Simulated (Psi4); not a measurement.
# BrCl (bromine chloride) at DSD-PBEP86/def2-TZVPPD (density fitting for correlation)

Aim: the vertical electron affinity of BrCl (bromine chloride) at DSD-PBEP86/def2-TZVPPD (density fitting for correlation), from 2 runs. 

The results are computed with Psi4 1.11.

2 further runs of the same task are left out: 2 set aside as unsound or not needed.

## Step 1: Starting point

The species is BrCl (2 atoms), meant as a singlet with charge 0. SMILES: `ClBr`. The bond length is the measured one.

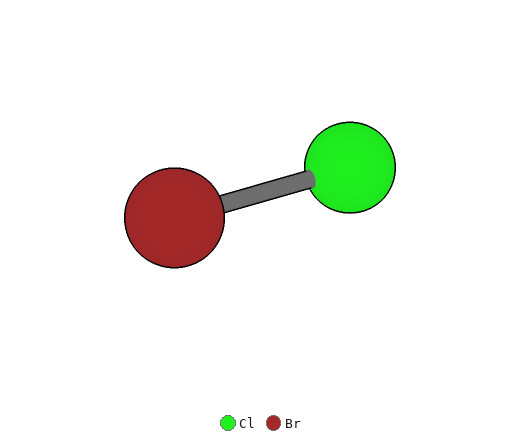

Viewed from a chosen angle; chlorine green, bromine red.

## Step 2: The energy at DSD-PBEP86/def2-TZVPPD (density fitting for correlation)

Input file calc.dat:

```
memory 1.6 GB

molecule {
  0 1
  Cl     0.00000000     0.00000000     0.00000000
  Br     0.00000000     0.00000000     4.03657783
  units au
  symmetry c1
  no_reorient
  no_com
}

set {
  basis def2-TZVPPD
  puream true
  e_convergence 1e-09
  d_convergence 1e-08
  scf_type pk
  dft_radial_points 99
  dft_spherical_points 590
  num_frozen_docc 14
}

result, w = energy("dsd-pbep86", return_wfn=True)
```

Command:

```
$ psi4 -n 1 calc.dat calc.out
```

calc.out:

```text
[...]
  Running in c1 symmetry.
[...]
  Nuclear repulsion =  147.402087872042841
[...]
  Multiplicity = 1
[...]
  Nalpha       = 26
  Nbeta        = 26
[...]
    Number of basis functions: 108
[...]
   @RKS iter   1: -3032.73321060292164   -1.56052e+00   1.18037e-02 DIIS/ADIIS
[...]
   @RKS iter  11: -3032.94658039938759   -2.27374e-12   1.67268e-09 DIIS
[...]
    Orbital Energies [Eh]
    ---------------------
    Doubly Occupied:
       1A   -487.578595     2A   -103.726882     3A    -64.291572
       4A    -57.801134     5A    -57.797396     6A    -57.797396
       7A    -10.228635     8A     -9.501238     9A     -7.795102
      10A     -7.789114    11A     -7.789114    12A     -7.190068
      13A     -7.176235    14A     -7.176235    15A     -3.060777
      16A     -3.055553    17A     -3.055553    18A     -3.041182
      19A     -3.041182    20A     -1.079265    21A     -0.903624
      22A     -0.532573    23A     -0.493716    24A     -0.493716
      25A     -0.383681    26A     -0.383681
[...]
  @RKS Final Energy: -3032.94658039938759
   => Energetics <=
    Nuclear Repulsion Energy =            147.4020878720428414
    One-Electron Energy =               -4510.6071051146536774
    Two-Electron Energy =                1364.1097342240354919
    DFT Exchange-Correlation Energy =     -33.8512973808123121
    Empirical Dispersion Energy =           0.0000000000000000
    VV10 Nonlocal Energy =                  0.0000000000000000
    Total Energy =                      -3032.9465803993875852
[...]
 Multipole Moments:
 ------------------------------------------------------------------------------------
     Multipole            Electronic (a.u.)      Nuclear  (a.u.)        Total (a.u.)
 ------------------------------------------------------------------------------------
 L = 1.  Multiply by 2.5417464519 to convert [e a0] to [Debye]
 Dipole X            :          0.0000000            0.0000000            0.0000000
 Dipole Y            :          0.0000000            0.0000000            0.0000000
 Dipole Z            :       -141.0919915          141.2802240            0.1882325
 Magnitude           :                                                    0.1882325
[...]
```

Wall time 9.9 s (1 thread of AMD EPYC 7R43 (Zen 3), shared host); peak memory 0.59 GiB.

## Step 3: The doublet anion

Input file brcl.xyz:

```xyz
2
BrCl
Cl     0.000000     0.000000     0.000000
Br     0.000000     0.000000     2.136065
```

Input file run_ase.py:

```python
import numpy as np
from ase.calculators.psi4 import Psi4
from ase.io import read

atoms = read('brcl.xyz')
calc = Psi4(atoms=atoms, method='dsd-pbep86', basis='def2-TZVPPD', memory='1600MB', num_threads=1, charge=-1, multiplicity=2, label='psi4-calc', reference='uks')
calc.psi4.set_options({'puream': True, 'e_convergence': 1e-09, 'd_convergence': 1e-08, 'scf_type': 'pk', 'dft_radial_points': 99, 'dft_spherical_points': 590, 'num_frozen_docc': 14, 'maxiter': 100})
atoms.calc = calc

print(f'energy: {atoms.get_potential_energy():.6f} eV')
```

Command:

```
$ python run_ase.py
```

psi4-calc.dat:

```text
[...]
  Running in c1 symmetry.
[...]
  Nuclear repulsion =  147.402087646513593
[...]
  Multiplicity = 2
[...]
  Nalpha       = 27
  Nbeta        = 26
[...]
    Number of basis functions: 108
[...]
   @UKS iter   1: -3032.67210293728340   -1.49941e+00   1.26570e-02 DIIS/ADIIS
[...]
   @UKS iter  13: -3032.97989877677583   -3.63798e-12   4.12484e-09 DIIS
[...]
   @S^2 Observed:                7.587945037E-01
[...]
    Orbital Energies [Eh]
    ---------------------
    Alpha Occupied:
       1A   -487.294816     2A   -103.439890     3A    -64.009346
       4A    -57.519351     5A    -57.515192     6A    -57.515192
       7A     -9.946759     8A     -9.222366     9A     -7.517406
      10A     -7.506547    11A     -7.506547    12A     -6.910570
      13A     -6.898303    14A     -6.898303    15A     -2.778248
      16A     -2.774287    17A     -2.774287    18A     -2.765036
      19A     -2.765036    20A     -0.833340    21A     -0.667462
      22A     -0.320919    23A     -0.246349    24A     -0.246349
      25A     -0.138017    26A     -0.138017    27A     -0.024976
    Alpha Virtual:
[...]
  @UKS Final Energy: -3032.97989877677583
   => Energetics <=
    Nuclear Repulsion Energy =            147.4020876465135927
    One-Electron Energy =               -4524.8982412893983565
    Two-Electron Energy =                1378.4575446294695666
    DFT Exchange-Correlation Energy =     -33.9412897633605937
    Empirical Dispersion Energy =           0.0000000000000000
    VV10 Nonlocal Energy =                  0.0000000000000000
    Total Energy =                      -3032.9798987767758263
[...]
 Multipole Moments:
 ------------------------------------------------------------------------------------
     Multipole            Electronic (a.u.)      Nuclear  (a.u.)        Total (a.u.)
 ------------------------------------------------------------------------------------
 L = 1.  Multiply by 2.5417464519 to convert [e a0] to [Debye]
 Dipole X            :          0.0000000            0.0000000            0.0000000
 Dipole Y            :          0.0000000            0.0000000            0.0000000
 Dipole Z            :          4.6956223           -4.1717849            0.5238374
 Magnitude           :                                                    0.5238374
[...]
```

The script printed:

```text
energy: -82538.407485 eV
```

Run time: 15 s. Hardware: 1 thread of AMD EPYC 7R43 (Zen 3), shared host; peak memory 0.63 GiB.

## Step 4: What came out

At DSD-PBEP86/def2-TZVPPD (density fitting for correlation), 14 core orbitals frozen:

| quantity | value |
| --- | --- |
| singlet BrCl: total energy | -3033.18864 Eh |
| singlet BrCl: HOMO energy (SCF part's orbitals) | -10.44 eV |
| singlet BrCl: LUMO energy (SCF part's orbitals) | -1.17 eV |
| singlet BrCl: HOMO–LUMO gap (SCF part's orbitals) | 9.27 eV |
| doublet anion: total energy | -3033.23055 Eh |
| doublet anion: HOMO energy (SCF part's orbitals) (highest over α and β) | -0.68 eV |
| doublet anion: LUMO energy (SCF part's orbitals) (lowest over α and β) | 4.40 eV |
| doublet anion: ⟨S²⟩ | 0.759 |
| vertical electron affinity (to the doublet anion) | 1.140 eV |

In words: At fixed nuclei the extra electron is bound by 1.14 eV (26 kcal/mol).
